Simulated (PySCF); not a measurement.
## Electronic structure of C$_{7}$H$_{6}$F (charge −1) in real space

```yaml
atoms:
  - { symbol: C, position_ang: [2.1653, -0.1867, -0.3172] }
  - { symbol: C, position_ang: [0.7881, -0.0357, -0.1637] }
  - { symbol: C, position_ang: [-0.1218, -1.1502, -0.0205] }
  - { symbol: C, position_ang: [-1.4920, -0.9957, 0.1373] }
  - { symbol: C, position_ang: [-2.0567, 0.2781, 0.1618] }
  - { symbol: F, position_ang: [-3.4144, 0.4286, 0.3230] }
  - { symbol: C, position_ang: [-1.2405, 1.3994, 0.0258] }
  - { symbol: C, position_ang: [0.1302, 1.2515, -0.1320] }
  - { symbol: H, position_ang: [2.6265, -1.1782, -0.3356] }
  - { symbol: H, position_ang: [2.8198, 0.6832, -0.4226] }
  - { symbol: H, position_ang: [0.2954, -2.1628, -0.0369] }
  - { symbol: H, position_ang: [-2.1404, -1.8717, 0.2428] }
  - { symbol: H, position_ang: [-1.6926, 2.3965, 0.0448] }
  - { symbol: H, position_ang: [0.7479, 2.1500, -0.2363] }
```

Geometry: PBE0-D3(BJ)/ma-def2-SVP.

The calculation used PySCF 2.14.0, density-fitted response routines, DFT single point, gas phase, functional wB97X.

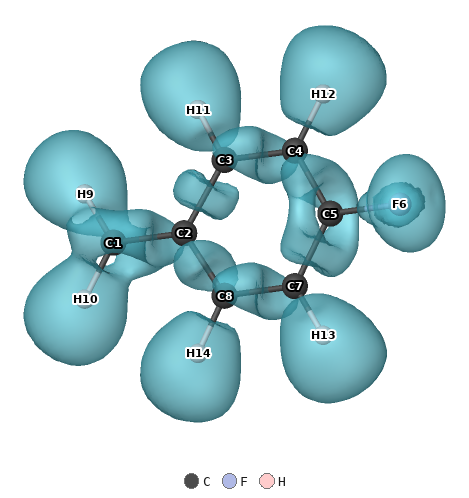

Figure 1. Isosurface of the electron localisation function at 0.75 (cyan), seen at a tilt. Core shells and regions of very low density are left out.

What do the ELF domains correspond to?

Answer. At this value the surface marks out four regions between bonded C–C atoms (shared pairs), four regions around hydrogen nuclei, one region on C in which the atom's valence shell and bonds are merged, one region on F in which the atom's valence shell and bonds are merged and one joined region spread over several atoms (C, H), in which their bonds and any lone pairs are merged.


C–F (1.38 Å): the ELF peaks at about 0.85 between the atoms; a polar covalent bond. C–C (1.39 Å): the ELF peaks at about 0.95 between the atoms (a covalent bond).

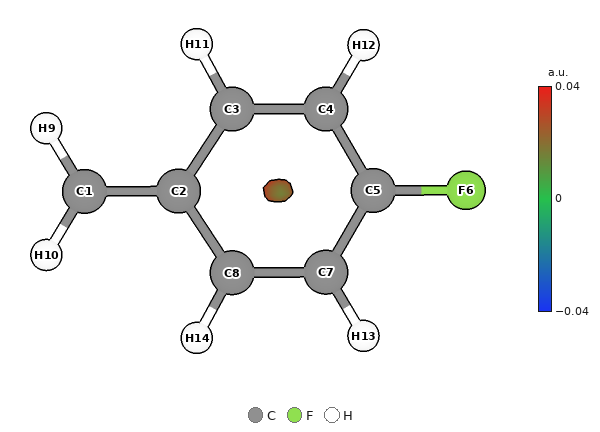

Figure 2. Non-covalent interaction (NCI) plot: the surface where the reduced density gradient is 0.5, for densities under 0.05 a.u., coloured by sign(λ₂)ρ; seen across its widest extent.

Which non-covalent interactions does the plot reveal?

Answer. Inside the ring or cage of C2, C3, C4, C5, C7 and C8: steric crowding (red).

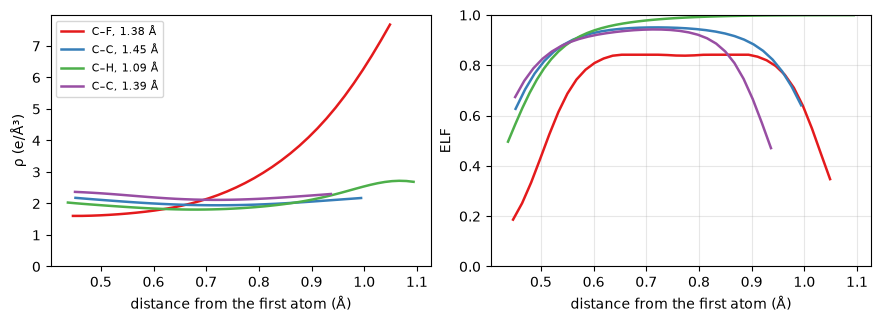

Figure 3. Total electron density and ELF along straight lines between neighbouring atoms. The curves leave out the atomic cores.

Compare the contacts.

Answer. C–F (1.38 Å): ρ is about 2.1 e/Å³ halfway; the ELF peaks at about 0.85 between the atoms, as expected for a shared but strongly polarised pair.
C–C (1.45 Å): ρ at the midpoint is about 1.9 e/Å³; the ELF peaks at about 0.95 between the atoms: localised, covalent bonding.
C–H (1.09 Å): the density is about 1.9 e/Å³ at the midpoint; the ELF climbs to about 1 towards the hydrogen, as it does in any bond to H; a covalent bond by its length.
C–C (1.39 Å): ρ at the midpoint is about 2.1 e/Å³; the ELF peaks at about 0.95 between the atoms (localised, covalent bonding).
